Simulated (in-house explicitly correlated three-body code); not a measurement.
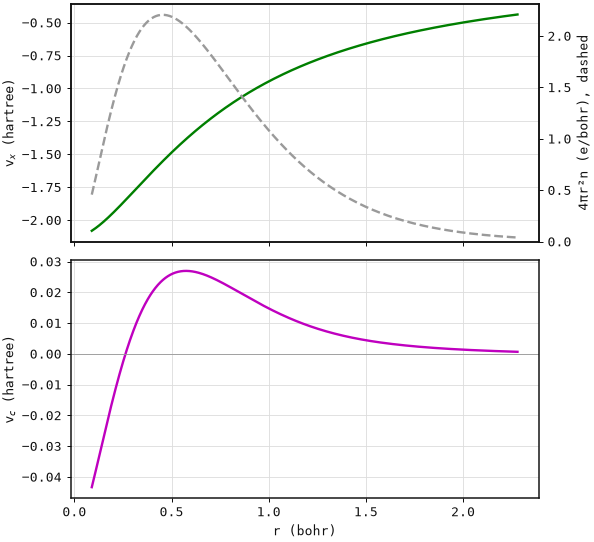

Two electrons around a point charge Z = 2.44. Computed variationally in 260 exponentially correlated functions with an in-house code, non-relativistic, converged to about 10⁻⁷ hartree. The plot shows the exact exchange and correlation potentials of the ground state, from inverting its density, with the radial density dashed.

What shape do the two potentials have?

Answer. The exchange potential, minus half the Hartree potential for two paired electrons, rises from −2.08 hartree at 0.090 bohr to −0.44 at 2.3 bohr, tending to −1/r far out. The correlation potential is −0.043 hartree at the inner end, crosses zero near 0.26 bohr and has a positive maximum of 0.027 hartree near 0.57 bohr; the density peaks at 0.45 bohr. The LDA correlation potential, by contrast, is negative everywhere. The Kohn-Sham level equals minus the binding of the second electron, −43.7 eV.
